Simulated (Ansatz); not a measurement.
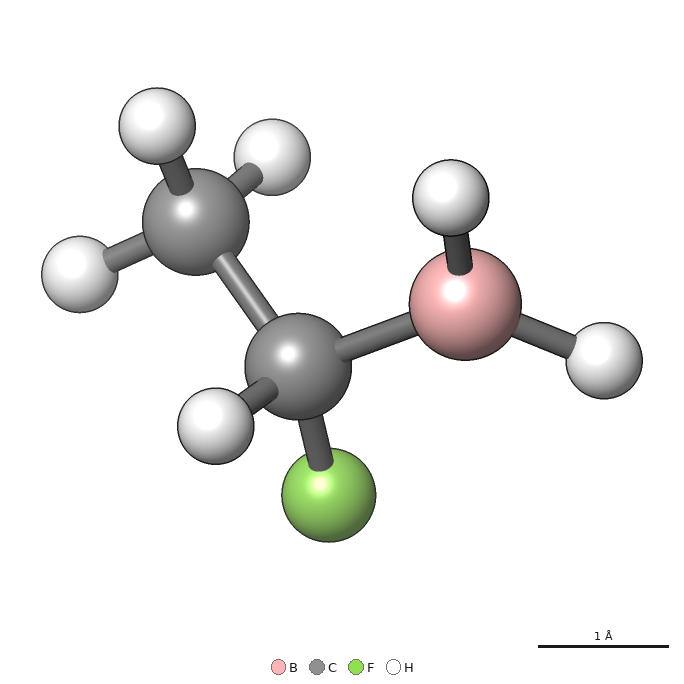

Rendered structure (ball-and-stick style).

Description:

It has 10 atoms: 2 carbon, 6 hydrogen, 1 boron and 1 fluorine (C₂H₆BF). Its SMILES string is `B[C@@H](C)F`. It has no ring. Among its groups: C–F bond, B–H bond. The point group is C1. Coordination: 1 B trigonal planar; 2 C tetrahedral.

The parts below concern this one geometry. Atoms keep their numbers from picture to picture. The computed structure is the end point of a PBE0-D4/def2-TZVP optimisation.

Geometry

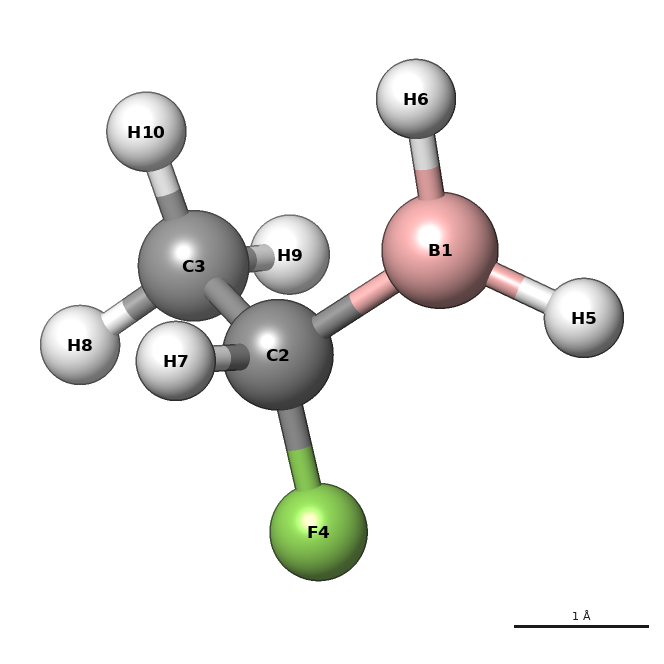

Numbered structure.

Give the bond lengths.

```csv
bond,length (Å),order
B1–C2,1.555,single
B1–H5,1.193,single
B1–H6,1.196,single
C2–C3,1.521,single
C2–F4,1.398,single
C2–H7,1.104,single
C3–H8,1.091,single
C3–H9,1.092,single
C3–H10,1.092,single
```

Charges

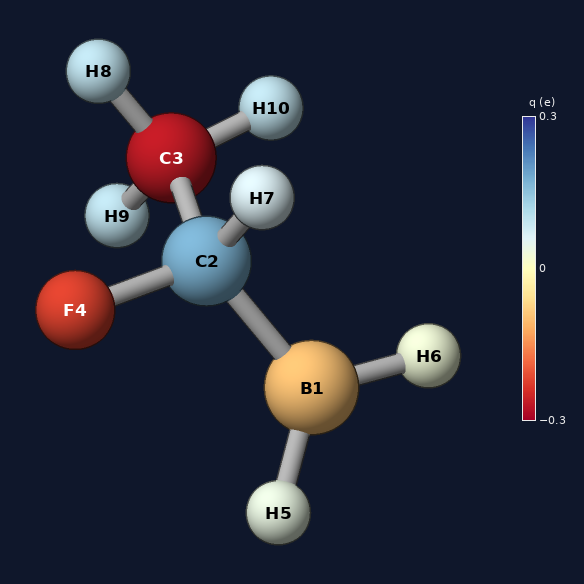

Atoms are coloured by their Mulliken charges. Method: RKS PBE-D4/def2-TZVPP (Ansatz 0.2.0).

Question: Which atom carries the highest charge (most positive or least negative)?

Answer: C2 (0.17 e).

Question: And the lowest?

Answer: C3 (−0.26 e).

Give the Mulliken charges atom by atom.

| atom | value (e) |
| --- | --- |
| B1 | −0.09 |
| C2 | 0.17 |
| C3 | −0.26 |
| F4 | −0.22 |
| H5 | 0.04 |
| H6 | 0.03 |
| H7 | 0.06 |
| H8 | 0.10 |
| H9 | 0.09 |
| H10 | 0.09 |

Levels of theory compared

Program: Ansatz 0.2.0.

At this fixed geometry, give dipole (D), HOMO–LUMO gap (eV) at these levels: B3LYP-D4/def2-TZVPP; PBE-D4/def2-TZVPP; r2SCAN-D4/def2-TZVPP; ωB97M-V/def2-TZVPP.

```csv
level,dipole (D),HOMO–LUMO gap (eV)
B3LYP-D4/def2-TZVPP,1.83,6.49
PBE-D4/def2-TZVPP,1.72,4.34
r2SCAN-D4/def2-TZVPP,1.79,5.08
ωB97M-V/def2-TZVPP,1.82,11.24
```

Thermal motion

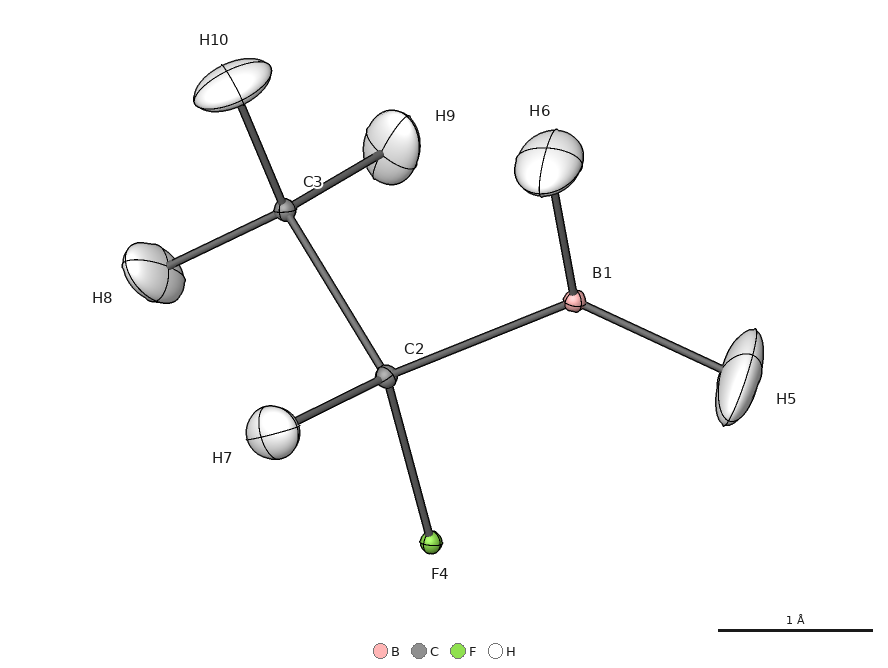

Displacement ellipsoids at the 50 % level, from the internal vibrations of the free molecule (harmonic, no overall translation or rotation; no half-axis is drawn under 0.075 Å). Vibrations computed with RKS PBE0-D4/def2-TZVP (Ansatz 0.2.0). Temperature: 0 K (zero-point motion alone).

Question: Which atom moves most?

Answer: H5, with U_eq = 0.0338 Å².

Question: Does H5 move more along its bond or across it?

Answer: Across it: the root-mean-square amplitude is 0.084 Å along the bond and up to 0.270 Å across, since bending and torsion are softer than stretching.

Give the displacement parameters, one line for each set of equivalent atoms.

| atom | U_eq (Å²) | rms amplitudes (Å) |
| --- | --- | --- |
| B1 | 0.0015 | 0.026, 0.039, 0.048 |
| C2 | 0.0017 | 0.034, 0.036, 0.052 |
| C3 | 0.0013 | 0.023, 0.036, 0.045 |
| F4 | 0.00073 | 0.017, 0.029, 0.032 |
| H5 | 0.0338 | 0.083, 0.148, 0.270 |
| H6 | 0.0218 | 0.085, 0.143, 0.195 |
| H7 | 0.0127 | 0.084, 0.115, 0.134 |
| H8 | 0.0190 | 0.082, 0.130, 0.183 |
| H9 | 0.0200 | 0.074, 0.136, 0.190 |
| H10 | 0.0181 | 0.078, 0.129, 0.178 |

Mulliken values depend strongly on the basis set and can even reverse the polarity of a bond.
